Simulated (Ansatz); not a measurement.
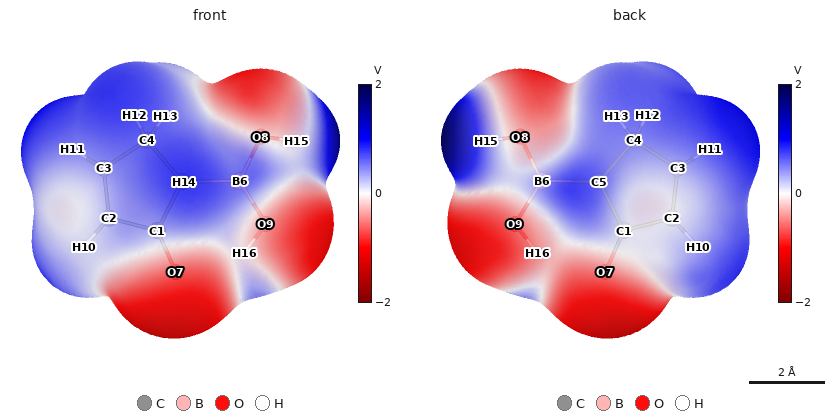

The picture shows: C5H7BO3. The electrostatic potential painted on the density surface at 0.001 e/bohr³, seen from the front and from behind; the colour scale runs from red (negative) to blue (positive).

Geometry: B3LYP-D3(BJ)/def2-SVP.

Level of theory: isolated molecule in a Gaussian basis; Kohn-Sham density functional theory, functional PBE0 (Ansatz).

Input file:

```
crystal:
  periodic: [false, false, false]
  atoms:
    - {symbol: C, position_ang: [0.101218, -1.695984, -0.140454]}
    - {symbol: C, position_ang: [-0.051517, -2.499381, 1.089002]}
    - {symbol: C, position_ang: [0.627942, -1.917537, 2.095324]}
    - {symbol: C, position_ang: [1.341400, -0.658800, 1.677912]}
    - {symbol: C, position_ang: [1.032112, -0.530412, 0.176743]}
    - {symbol: B, position_ang: [0.424760, 0.837460, -0.381557]}
    - {symbol: O, position_ang: [-0.444615, -1.882826, -1.217885]}
    - {symbol: O, position_ang: [0.669322, 1.992484, 0.297371]}
    - {symbol: O, position_ang: [-0.313175, 0.837840, -1.516573]}
    - {symbol: H, position_ang: [-0.660314, -3.402835, 1.134751]}
    - {symbol: H, position_ang: [0.659452, -2.291344, 3.122543]}
    - {symbol: H, position_ang: [2.421289, -0.726969, 1.894424]}
    - {symbol: H, position_ang: [0.976718, 0.207151, 2.257467]}
    - {symbol: H, position_ang: [1.942658, -0.690958, -0.432132]}
    - {symbol: H, position_ang: [0.255182, 2.752070, -0.135533]}
    - {symbol: H, position_ang: [-0.470600, -0.082735, -1.815686]}
basis:
  gaussian: {orbitals: def2-SVPD}
hamiltonian: {xc: pbe0}
output: {forces: true, orbitals: {seedname: orbitals}}
```

Run with:

```sh
ansatz run input.yaml --threads 4 --pin off --max-ram 7830MiB --events-out events.jsonl --progress --plain --runs-dir runs
```

Which sites attract a positive test charge, and which a negative one?

Answer. A positive charge is drawn to the negative regions and a negative charge to the positive ones. The most negative region (about −1.4 V) lies over O7, the most positive (about +1.8 V) over H15. O7 is the likeliest acceptor of a hydrogen bond.

What dipole moment does the calculation give?

Answer. Its dipole moment is 3.21 D.
